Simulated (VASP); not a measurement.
Band structure of MgB$_{2}$ (space group P6/mmm). Computed with PBEsol GGA, VASP's PBE PAW potentials (set 64) (plane waves; VASP).

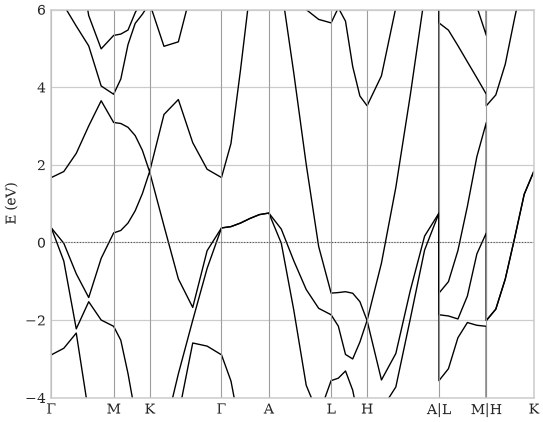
Figure. Bands along high-symmetry lines, zero at the valence-band maximum or, without a gap, the Fermi level

Question: Read the plot: is there a gap, and where are the band edges?

Answer: It has no gap at this level: it comes out as a metal or semimetal.

The structure is a typed MgB2 crystal (P6/mmm). The cell was not relaxed at this level.
